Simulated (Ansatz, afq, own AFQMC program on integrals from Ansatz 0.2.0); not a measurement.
# The boron atom (doublet): AFQMC on the coupled-cluster ladder, 6-31G

Aim: compute the boron atom (doublet) with auxiliary-field quantum Monte Carlo on the same integrals as coupled cluster, and set the energies side by side.

The runs use Ansatz 0.2.0, Gaussian basis, and an in-house AFQMC program (afq) on its integrals; all values are calculated; 6-31G, frozen cores.

To be run: Full CI; PBE (unrestricted); r2SCAN (unrestricted); PBE0 (unrestricted); B3LYP (unrestricted); wB97M-V (unrestricted); B2PLYP (unrestricted); CCSD(T) on UHF; Full CI; Full CI (quartet); CCSD(T) on UHF; CCSD(T) on UHF; Phaseless AFQMC, CISD trial on UHF; Phaseless AFQMC, single-determinant trial on UHF; Free-projection AFQMC, CISD trial on UHF; Phaseless AFQMC, CISD trial on UHF; Phaseless AFQMC, single-determinant trial on UHF; Free-projection AFQMC, CISD trial on UHF.

1 further run of the same task is left out (it didn't finish).

### Step 1. The atom

A free atom, in its lowest state of this spin that the program finds.

1 atom, charge 0, spin multiplicity 2.

### Step 2. Full CI

Contents of in.yaml:

```yaml
crystal:
  periodic: [false, false, false]
  atoms:
    - {symbol: B, position_ang: [0.000000, 0.000000, 0.000000]}
basis:
  gaussian: {orbitals: 6-31G}
magnetization: {spin_polarized: false, initial_magnetization: 1}
correlation: {method: fci, electrons: outside_noble_gas}
```

On the command line:

```bash
$ ansatz run in.yaml --threads 1 --pin off --events-out ev --progress --plain --max-ram 1843MiB
```

The program printed:

```text
Functional definition: HF
  name "HF"
  cite "Fock, Z. Phys. 61, 126 (1930) doi:10.1007/BF01340294"
  parent pbe
  exchange = exact_x
  correlation = 0
42 factors; integrals over basis functions are off by at most 2.0e-8 eV
mean field evaluation 1: about -666.9584 eV, gradient 3.8e0 eV
mean field evaluation 2: about -666.9584 eV, gradient 3.8e0 eV
mean field evaluation 4: about -667.2047 eV, gradient 3.5e-1 eV
mean field evaluation 8: about -667.2054 eV, gradient 6.2e-6 eV
mean field evaluation 16: about -667.2061 eV, gradient 9.3e-5 eV
mean field -667.20544883 eV, -24.5193479963 hartree, gradient 6.2e-6 eV, S^2 0.750000; 3 other end points of the search recorded, 0 dependent functions left out
mean field evaluation 32: about -667.2094 eV, gradient 3.8e-3 eV
1 core orbitals not correlated: weight in the atoms' cores, before any rotation towards them, 1.000 or more for the frozen orbitals, at most 0.000 for the correlated occupied ones
reference -667.20544883 eV, -24.5193479963 hartree; 2, 1 occupied and 6, 7 virtual orbitals, 42 factors
state -668.36191759 eV, -24.5618474396 hartree
Total energy: -668.36191759 eV, -24.5618474396 hartree
```

Wall time 0.06 s (1 thread of Arm Neoverse V1, shared host).

From the report: 32 determinants, symmetry B3u.

### Step 3. PBE (unrestricted)

Contents of in.yaml:

```yaml
crystal:
  periodic: [false, false, false]
  atoms:
    - {symbol: B, position_ang: [0.000000, 0.000000, 0.000000]}
basis:
  gaussian: {orbitals: 6-31G}
magnetization: {spin_polarized: true, initial_magnetization: 1}
hamiltonian: {xc: {name: PBE}}
output: {orbitals: {seedname: orbitals}}
```

Launched as before.

The program printed:

```text
Functional definition: PBE
  name "PBE"
  cite "Perdew, Burke & Ernzerhof, Phys. Rev. Lett. 77, 3865 (1996) doi:10.1103/PhysRevLett.77.3865"
  parent pbe
  parameter kappa = 0.804
  parameter beta = 0.06672455060314922
  exchange = pbe_x(kappa = kappa, mu = beta*pi^2/3)
  correlation = pbe_c(beta = beta)
34 factors; integrals over basis functions are off by at most 1.7e-4 eV
mean field evaluation 1: about -669.3585 eV, gradient 1.3e0 eV
mean field evaluation 2: about -669.3732 eV, gradient 4.8e-1 eV
mean field evaluation 4: about -669.3750 eV, gradient 8.1e-3 eV
mean field evaluation 8: about -669.3720 eV, gradient 4.9e-1 eV
mean field evaluation 16: about -669.3743 eV, gradient 2.2e-1 eV
mean field -669.37499414 eV, -24.5990773160 hartree, gradient 5.5e-6 eV, S^2 0.750056; 2 other end points of the search recorded, 0 dependent functions left out
reference -669.37501228 eV, -24.5990779825 hartree; 3, 2 occupied and 6, 7 virtual orbitals, 34 factors
Total energy: -669.37501228 eV, -24.5990779825 hartree
```

Wall time 0.18 s (1 thread of Arm Neoverse V1, shared host).

From the report: ⟨S²⟩ of the determinant 0.750 (pure doublet: 0.75).

### Step 4. r2SCAN (unrestricted)

Edit in.yaml of step 3 so:

```diff
@@ -7,3 +7,2 @@
 magnetization: {spin_polarized: true, initial_magnetization: 1}
-hamiltonian: {xc: {name: PBE}}
-output: {orbitals: {seedname: orbitals}}
+hamiltonian: {xc: {name: r2SCAN}}
```

Same command.

The program printed, shortened:

```text
Functional definition: r2SCAN
  name "r2SCAN"
  cite "Furness, Kaplan, Ning, Perdew & Sun, J. Phys. Chem. Lett. 11, 8208 (2020) doi:10.1021/acs.jpclett.0c02405"
  cite "Furness, Kaplan, Ning, Perdew & Sun, J. Phys. Chem. Lett. 11, 9248 (2020) doi:10.1021/acs.jpclett.0c03077"
  parent r2scan
[...]
34 factors; integrals over basis functions are off by at most 1.7e-4 eV
[...]
mean field -670.07785683 eV, -24.6249070435 hartree, gradient 3.2e-5 eV, S^2 0.750370; 9 other end points of the search recorded, 0 dependent functions left out
reference -670.07786272 eV, -24.6249072598 hartree; 3, 2 occupied and 6, 7 virtual orbitals, 34 factors
Total energy: -670.07786272 eV, -24.6249072598 hartree
```

It took 0.84 s on 1 thread of Arm Neoverse V1, shared host.

From the report: ⟨S²⟩ of the determinant 0.750 (pure doublet: 0.75).

### Step 5. PBE0 (unrestricted)

Edit in.yaml of step 4 so:

```diff
@@ -7,2 +7,3 @@
 magnetization: {spin_polarized: true, initial_magnetization: 1}
-hamiltonian: {xc: {name: r2SCAN}}
+hamiltonian: {xc: {name: PBE0}}
+output: {orbitals: {seedname: orbitals}}
```

Same command.

The program printed:

```text
Functional definition: PBE0
  name "PBE0"
  cite "Adamo & Barone, J. Chem. Phys. 110, 6158 (1999) doi:10.1063/1.478522"
  cite "Perdew, Burke & Ernzerhof, Phys. Rev. Lett. 77, 3865 (1996) doi:10.1103/PhysRevLett.77.3865"
  parent pbe
  parameter a = 0.25
  parameter kappa = 0.804
  parameter beta = 0.06672455060314922
  exchange = (1 - a)*pbe_x(kappa = kappa, mu = beta*pi^2/3) + a*exact_x
  correlation = pbe_c(beta = beta)
34 factors; integrals over basis functions are off by at most 1.7e-4 eV
mean field evaluation 1: about -669.6024 eV, gradient 1.0e0 eV
mean field evaluation 2: about -669.6154 eV, gradient 1.5e-1 eV
mean field evaluation 4: about -669.6154 eV, gradient 1.6e-2 eV
mean field evaluation 8: about -669.6154 eV, gradient 4.3e-7 eV
mean field -669.61538640 eV, -24.6079115686 hartree, gradient 2.1e-6 eV, S^2 0.750081; 0 other end points of the search recorded, 0 dependent functions left out
reference -669.61539999 eV, -24.6079120679 hartree; 3, 2 occupied and 6, 7 virtual orbitals, 34 factors
Total energy: -669.61539999 eV, -24.6079120679 hartree
```

Wall time 0.12 s (1 thread of Arm Neoverse V1, shared host).

From the report: ⟨S²⟩ of the determinant 0.750 (pure doublet: 0.75).

### Step 6. B3LYP (unrestricted)

Edit in.yaml of step 5 so:

```diff
@@ -7,3 +7,2 @@
 magnetization: {spin_polarized: true, initial_magnetization: 1}
-hamiltonian: {xc: {name: PBE0}}
-output: {orbitals: {seedname: orbitals}}
+hamiltonian: {xc: {name: B3LYP}}
```

Launched as before.

The program printed, shortened:

```text
Functional definition: B3LYP
  name "B3LYP"
  cite "Stephens, Devlin, Chabalowski & Frisch, J. Phys. Chem. 98, 11623 (1994) doi:10.1021/j100096a001"
  cite "Becke, Phys. Rev. A 38, 3098 (1988) doi:10.1103/PhysRevA.38.3098"
  cite "Lee, Yang & Parr, Phys. Rev. B 37, 785 (1988) doi:10.1103/PhysRevB.37.785"
  cite "Vosko, Wilk & Nusair, Can. J. Phys. 58, 1200 (1980) doi:10.1139/p80-159"
[...]
34 factors; integrals over basis functions are off by at most 1.7e-4 eV
[...]
mean field -670.83711779 eV, -24.6528093690 hartree, gradient 4.5e-7 eV, S^2 0.750214; 0 other end points of the search recorded, 0 dependent functions left out
reference -670.83724813 eV, -24.6528141591 hartree; 3, 2 occupied and 6, 7 virtual orbitals, 34 factors
Total energy: -670.83724813 eV, -24.6528141591 hartree
```

It took 0.15 s on 1 thread of Arm Neoverse V1, shared host.

From the report: ⟨S²⟩ of the determinant 0.750 (pure doublet: 0.75).

### Step 7. wB97M-V (unrestricted)

Edit in.yaml of step 6 so:

```diff
@@ -7,2 +7,3 @@
 magnetization: {spin_polarized: true, initial_magnetization: 1}
-hamiltonian: {xc: {name: B3LYP}}
+hamiltonian: {xc: {name: wB97M-V}}
+output: {orbitals: {seedname: orbitals}}
```

Launched as before.

The program printed, shortened:

```text
Functional definition: wB97M-V
  name "wB97M-V"
  cite "Mardirossian & Head-Gordon, J. Chem. Phys. 144, 214110 (2016) doi:10.1063/1.4952647"
  cite "Becke, J. Chem. Phys. 107, 8554 (1997) doi:10.1063/1.475007"
  cite "Vydrov & Van Voorhis, J. Chem. Phys. 133, 244103 (2010) doi:10.1063/1.3521275"
  # Of w^i u^j: cxij and so on, Table III.
[...]
  gx(w, u) = 1 - cx + cx01*u + cx10*w
  gss(w, u) = css00 + css04*u^4 + css10*w + css20*w^2 + css43*w^4*u^3
  gos(w, u) = cos00 + cos10*w + (cos20 + cos21*u)*w^2 + (cos60 + cos61*u)*w^6
[...]
      + integral(e_c_pw_mod_opposite_spin*gos(b97_w_opposite, b97_u_opposite)) + vv10(b, c)
34 factors; integrals over basis functions are off by at most 1.7e-4 eV
20 factors; integrals over basis functions are off by at most 8.1e-5 eV
[...]
mean field -670.41321097 eV, -24.6372310809 hartree, gradient 6.9e-7 eV, S^2 0.750216; 0 other end points of the search recorded, 0 dependent functions left out
reference -670.41323079 eV, -24.6372318090 hartree; 3, 2 occupied and 6, 7 virtual orbitals, 34 factors
Total energy: -670.41323079 eV, -24.6372318090 hartree
```

It took 0.39 s on 1 thread of Arm Neoverse V1, shared host.

From the report: ⟨S²⟩ of the determinant 0.750 (pure doublet: 0.75).

### Step 8. B2PLYP (unrestricted)

Contents of in.yaml:

```yaml
crystal:
  periodic: [false, false, false]
  atoms:
    - {symbol: B, position_ang: [0.000000, 0.000000, 0.000000]}
basis:
  gaussian: {orbitals: 6-31G}
magnetization: {spin_polarized: true, initial_magnetization: 1}
hamiltonian: {xc: {name: B2PLYP}}
correlation: {electrons: outside_noble_gas}
```

Same command.

The program printed, shortened:

```text
Functional definition: B2PLYP
  name "B2PLYP"
  cite "Grimme, J. Chem. Phys. 124, 034108 (2006) doi:10.1063/1.2148954"
  cite "Becke, Phys. Rev. A 38, 3098 (1988) doi:10.1103/PhysRevA.38.3098"
  cite "Lee, Yang & Parr, Phys. Rev. B 37, 785 (1988) doi:10.1103/PhysRevB.37.785"
[...]
34 factors; integrals over basis functions are off by at most 1.7e-4 eV
[...]
mean field -669.63691395 eV, -24.6087026915 hartree, gradient 6.9e-8 eV, S^2 0.750283; 0 other end points of the search recorded, 0 dependent functions left out
1 core orbitals not correlated: weight in the atoms' cores, before any rotation towards them, 1.000 or more for the frozen orbitals, at most 0.000 for the correlated occupied ones
reference -669.63699678 eV, -24.6087057354 hartree; 2, 1 occupied and 6, 7 virtual orbitals, 34 factors
second order -0.85074728 eV of doubles, -0.00000000 eV of singles
Total energy: -669.86669855 eV, -24.6171471196 hartree
```

Wall time 0.15 s (1 thread of Arm Neoverse V1, shared host).

From the report: ⟨S²⟩ of the determinant 0.750 (pure doublet: 0.75).

### Step 9. CCSD(T) on UHF

Contents of in.yaml:

```yaml
crystal:
  periodic: [false, false, false]
  atoms:
    - {symbol: B, position_ang: [0.000000, 0.000000, 0.000000]}
basis:
  gaussian: {orbitals: 6-31G}
magnetization: {spin_polarized: true, initial_magnetization: 1}
correlation: {method: ccsd_t, electrons: outside_noble_gas, hamiltonian_folder: ham}
```

Launched as before.

The program printed, shortened:

```text
Functional definition: HF
  name "HF"
  cite "Fock, Z. Phys. 61, 126 (1930) doi:10.1007/BF01340294"
  parent pbe
[...]
34 factors; integrals over basis functions are off by at most 1.7e-4 eV
[...]
mean field -667.20934478 eV, -24.5194911699 hartree, gradient 7.4e-6 eV, S^2 0.750438; 6 other end points of the search recorded, 0 dependent functions left out
1 core orbitals not correlated: weight in the atoms' cores, before any rotation towards them, 1.000 or more for the frozen orbitals, at most 0.000 for the correlated occupied ones
reference -667.20934478 eV, -24.5194911699 hartree; 2, 1 occupied and 6, 7 virtual orbitals, 34 factors
second order -0.62288238 eV of doubles, -0.00000000 eV of singles
cycle   1  -0.89383814 eV  change   -2.7e-1 eV  update   6.1e-2
[...]
cycle   9  -1.13901532 eV  change   -1.7e-6 eV  update   2.2e-7
perturbative correction -0.00907733 eV, -0.0003335858 hartree
Total energy: -668.35743743 eV, -24.5616827965 hartree
```

It took 0.15 s on 1 thread of Arm Neoverse V1, shared host.

From the report: ⟨S²⟩ of the determinant 0.750 (pure doublet: 0.75); correlation -1.1481 eV; T1 0.005; largest double amplitude 0.15.

This run also writes the integrals to the folder ham.

### Step 10. Full CI

Contents of in.yaml:

```yaml
hamiltonian:
  integrals:
    folder: ../ham
correlation: {method: fci}
```

Same command.

The program printed:

```text
Functional definition: HF
  name "HF"
  cite "Fock, Z. Phys. 61, 126 (1930) doi:10.1007/BF01340294"
  parent pbe
  exchange = exact_x
  correlation = 0
reference -667.20934478 eV, -24.5194911699 hartree; 2, 1 occupied and 6, 7 virtual orbitals, 34 factors
state -668.36202512 eV, -24.5618513912 hartree
Total energy: -668.36202512 eV, -24.5618513912 hartree
```

Run time: 0.03 s. Hardware: 1 thread of Arm Neoverse V1, shared host.

From the report: 32 determinants.

### Step 11. Full CI (quartet)

Contents of in.yaml:

```yaml
crystal:
  periodic: [false, false, false]
  atoms:
    - {symbol: B, position_ang: [0.000000, 0.000000, 0.000000]}
basis:
  gaussian: {orbitals: 6-31G}
magnetization: {spin_polarized: false, initial_magnetization: 3}
correlation: {method: fci, electrons: outside_noble_gas}
```

The command is unchanged.

The program printed:

```text
Functional definition: HF
  name "HF"
  cite "Fock, Z. Phys. 61, 126 (1930) doi:10.1007/BF01340294"
  parent pbe
  exchange = exact_x
  correlation = 0
42 factors; integrals over basis functions are off by at most 2.0e-8 eV
mean field evaluation 1: about -664.1956 eV, gradient 8.3e0 eV
mean field evaluation 2: about -664.1956 eV, gradient 8.3e0 eV
mean field evaluation 4: about -665.1085 eV, gradient 9.7e-2 eV
mean field evaluation 8: about -665.1082 eV, gradient 3.7e-7 eV
mean field evaluation 16: about -665.1087 eV, gradient 3.7e-1 eV
mean field -665.10824908 eV, -24.4422773273 hartree, gradient 3.7e-7 eV, S^2 3.750000; 3 other end points of the search recorded, 0 dependent functions left out
mean field evaluation 32: about -665.1084 eV, gradient 2.8e-4 eV
1 core orbitals not correlated: weight in the atoms' cores, before any rotation towards them, 1.000 or more for the frozen orbitals, at most 0.000 for the correlated occupied ones
reference -665.10824908 eV, -24.4422773273 hartree; 3, 0 occupied and 5, 8 virtual orbitals, 42 factors
state -665.25637439 eV, -24.4477208317 hartree
Total energy: -665.25637439 eV, -24.4477208317 hartree
```

It took 0.06 s on 1 thread of Arm Neoverse V1, shared host.

From the report: 8 determinants, symmetry B2g.

### Step 12. CCSD(T) on UHF

Contents of in.yaml:

```yaml
crystal:
  periodic: [false, false, false]
  atoms:
    - {symbol: B, position_ang: [0.000000, 0.000000, 0.000000]}
basis:
  gaussian: {orbitals: def2-TZVPP}
magnetization: {spin_polarized: true, initial_magnetization: 1}
correlation: {method: ccsd_t, electrons: outside_noble_gas}
```

Same command.

The program printed, shortened:

```text
Functional definition: HF
  name "HF"
  cite "Fock, Z. Phys. 61, 126 (1930) doi:10.1007/BF01340294"
  parent pbe
[...]
190 factors; integrals over basis functions are off by at most 9.3e-5 eV
[...]
mean field -667.55878248 eV, -24.5323327685 hartree, gradient 1.2e-6 eV, S^2 0.760708; 6 other end points of the search recorded, 0 dependent functions left out
1 core orbitals not correlated: weight in the atoms' cores, before any rotation towards them, 1.000 or more for the frozen orbitals, at most 0.000 for the correlated occupied ones
reference -667.55878248 eV, -24.5323327685 hartree; 2, 1 occupied and 28, 29 virtual orbitals, 190 factors
second order -1.18376385 eV of doubles, -0.00000000 eV of singles
cycle   1  -1.50438575 eV  change   -3.2e-1 eV  update   6.0e-2
[...]
cycle   9  -1.74859057 eV  change   -1.8e-6 eV  update   1.1e-6
perturbative correction -0.03575844 eV, -0.0013140985 hartree
Total energy: -669.34313150 eV, -24.5979063854 hartree
```

Run time: 0.27 s. Hardware: 1 thread of Arm Neoverse V1, shared host.

From the report: ⟨S²⟩ of the determinant 0.761 (pure doublet: 0.75); correlation -1.7843 eV; T1 0.014; largest double amplitude 0.11.

### Step 13. CCSD(T) on UHF

Edit in.yaml of step 12 so:

```diff
@@ -5,3 +5,3 @@
 basis:
-  gaussian: {orbitals: def2-TZVPP}
+  gaussian: {orbitals: "def2-QZVPP.json"}
 magnetization: {spin_polarized: true, initial_magnetization: 1}
```

Launched as before.

The program printed, shortened:

```text
Functional definition: HF
  name "HF"
  cite "Fock, Z. Phys. 61, 126 (1930) doi:10.1007/BF01340294"
  parent pbe
[...]
344 factors; integrals over basis functions are off by at most 2.0e-4 eV
[...]
mean field -667.57935840 eV, -24.5330889197 hartree, gradient 3.6e-6 eV, S^2 0.761159; 6 other end points of the search recorded, 0 dependent functions left out
1 core orbitals not correlated: weight in the atoms' cores, before any rotation towards them, 1.000 or more for the frozen orbitals, at most 0.000 for the correlated occupied ones
reference -667.57935840 eV, -24.5330889197 hartree; 2, 1 occupied and 54, 55 virtual orbitals, 344 factors
second order -1.27075133 eV of doubles, -0.00000000 eV of singles
cycle   1  -1.56156128 eV  change   -2.9e-1 eV  update   5.9e-2
[...]
cycle   9  -1.80146094 eV  change   -3.3e-6 eV  update   9.3e-7
perturbative correction -0.03935362 eV, -0.0014462187 hartree
Total energy: -669.42017296 eV, -24.6007376068 hartree
```

It took 0.81 s on 1 thread of Arm Neoverse V1, shared host.

From the report: ⟨S²⟩ of the determinant 0.761 (pure doublet: 0.75); correlation -1.8408 eV; T1 0.015; largest double amplitude 0.09.

### Step 14. Phaseless AFQMC, CISD trial on UHF

It reads the integrals that the CCSD(T) run on this determinant wrote.

On the command line:

```bash
$ afq ham --method phaseless --trial cisd --walkers 200 --populations 1 --least-time 40 --time-step 0.005 --steps-per-block 50 --equilibration-blocks 28 --max-blocks 300 --target-error 0.00021 --factor-cut 1e-05 --start spin_pure --seed 7890 --release-times 0.24,0.51,0.99,1.62,2.4 --release-step 0.03 --release-every 4 --taylor-order 6
```

The program printed:

```text
orbitals 8  electrons 2 1  factors 30 of 34
reference energy -24.51949117 Eh
CCSD correlation -0.04185799 Eh in 9 cycles, weight of the determinant in the CISD state 0.9424
energy of the start -24.561349 Eh
 block  time / (1/Eh)  mean weight  energy / Eh
     1     0.250  1.0003  -24.561371
     2     0.500  1.0003  -24.561412
     3     0.750  1.0003  -24.561451
     4     1.000  1.0003  -24.561486
     5     1.250  1.0000  -24.561592
     6     1.500  0.9994  -24.561566
     7     1.750  0.9999  -24.561653
     8     2.000  0.9996  -24.561672
     9     2.250  1.0001  -24.561582
    10     2.500  1.0002  -24.561725
    13     3.250  0.9996  -24.561727
    17     4.250  1.0002  -24.561812
    21     5.250  1.0000  -24.561682
    25     6.250  0.9998  -24.561960
    29     7.250  1.0000  -24.561927
    33     8.250  1.0003  -24.561684
    37     9.250  1.0000  -24.561680
    41    10.250  0.9998  -24.561722
    45    11.250  1.0000  -24.561879
    49    12.250  1.0001  -24.561995
    53    13.250  1.0001  -24.561368
    57    14.250  1.0005  -24.561693
    61    15.250  1.0005  -24.562106
    65    16.250  1.0001  -24.561785
    69    17.250  0.9984  -24.561263
    73    18.250  1.0003  -24.561833
    77    19.250  0.9985  -24.561574
    81    20.250  1.0000  -24.561865
    85    21.250  1.0005  -24.561801
    89    22.250  0.9992  -24.561617
    93    23.250  1.0007  -24.562063
    97    24.250  0.9997  -24.561627
   101    25.250  1.0000  -24.561784
   105    26.250  0.9998  -24.561734
   109    27.250  1.0002  -24.561593
   113    28.250  1.0001  -24.561721
   117    29.250  0.9998  -24.561989
   121    30.250  1.0007  -24.561963
   125    31.250  0.9995  -24.561992
   129    32.250  1.0004  -24.561976
   133    33.250  1.0003  -24.561795
   137    34.250  1.0003  -24.561955
   141    35.250  1.0008  -24.561642
   145    36.250  1.0002  -24.561687
   149    37.250  1.0000  -24.561847
   153    38.250  1.0000  -24.562233
   157    39.250  1.0000  -24.562204
   161    40.250  0.9998  -24.561837
   165    41.250  1.0003  -24.561727
   169    42.250  0.9992  -24.561847
   173    43.250  1.0001  -24.561704
   177    44.250  1.0006  -24.561848
   181    45.250  0.9987  -24.561692
   185    46.250  1.0004  -24.561443
blocks merged  error / Eh  count
     1  0.000017  160
     2  0.000020  80
     4  0.000023  40
     8  0.000026  20
    16  0.000024  10
released: time / (1/Eh)  energy / Eh  error  mean overlap
  0.24  -24.561793  0.000028  1.0012
  0.51  -24.561788  0.000024  1.0032
  0.99  -24.561780  0.000019  1.0061
  1.62  -24.561808  0.000027  1.0150
  2.40  -24.561835  0.000033  1.0139
energy -24.561798 +/- 0.000026 Eh
```

Wall time 24 s (1 thread of Arm Neoverse V1, shared host).

Energy -668.3606 ± 0.0007 eV. Caveats: constraint bias not in the error.

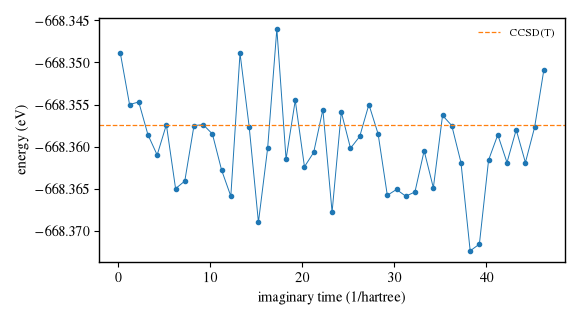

Block energies along the walk.

[end of part 1 of 2]
